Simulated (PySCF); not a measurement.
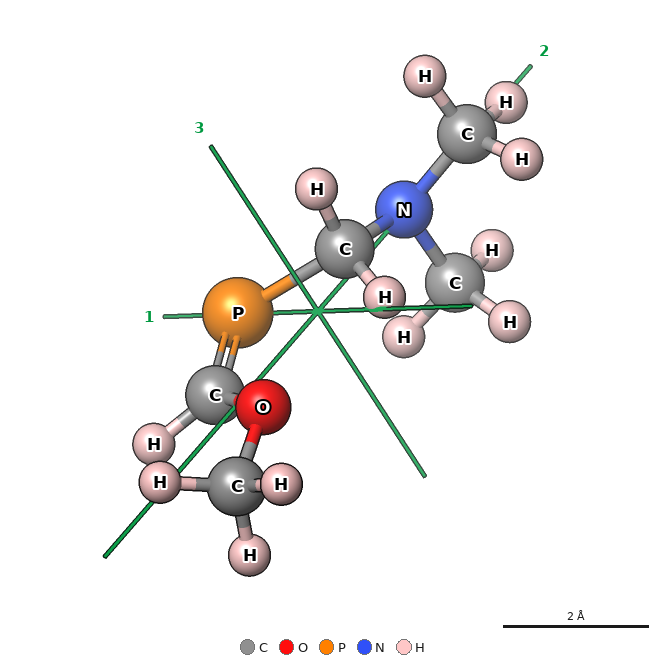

The three principal axes of inertia are drawn and numbered. Atoms fade into the background with distance from the viewer. The computed structure is the end point of a PBE0-D3(BJ)/def2-SVP optimisation. No frequency run is at hand to confirm it as a minimum. Masses are those of the most abundant isotopes; constants are for the rigid equilibrium geometry.

Which line is the a axis (least moment of inertia), which b and which c?

a is line 2, b is line 1, c is line 3; the moments are 153, 653, 706 u Å².

Classify the rotor and give the rotational constants (GHz).

An asymmetric top (C1): A = 3.30, B = 0.774, C = 0.716 GHz. Ray's parameter κ is −0.95, close to the prolate limit.
